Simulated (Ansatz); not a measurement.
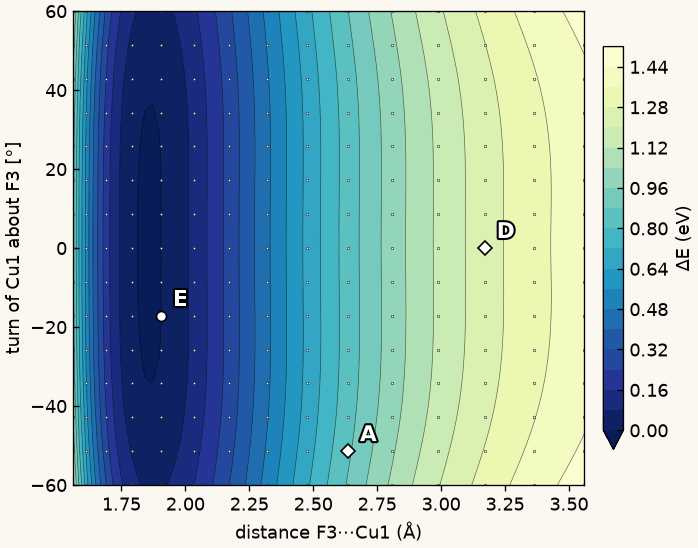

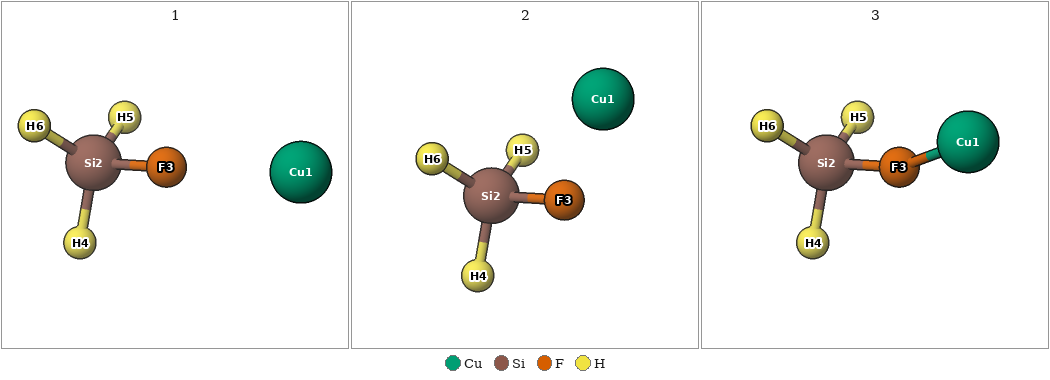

CuFH3Si, charge +1. The turn is about an axis along (−0.99, −0.17, −0.03) in the frame of the relaxed pair, normal to the line between the partners. First axis: distance F3···Cu1. Second axis: turn of Cu1 about F3. The grid has 15 × 15 points. Energies: eV, counted from the lowest grid point. Theory: RKS SPW92 (LDA)/def2-TZVPD (Ansatz 0.2.0).

The picture shows filled contours, dots at the grid points, lettered points. Between grid points the surface is interpolated. The numbered pictures are the structures at these points, in random order.

Q: Which structure belongs to which point?

A: A is structure 2: distance F3···Cu1 = 2.637 Å, turn of Cu1 about F3 = −51.4°, 0.87 eV; D is structure 1: distance F3···Cu1 = 3.172 Å, turn of Cu1 about F3 = 0.0°, 1.24 eV; E is structure 3: distance F3···Cu1 = 1.906 Å, turn of Cu1 about F3 = −17.1°, 0.00 eV.
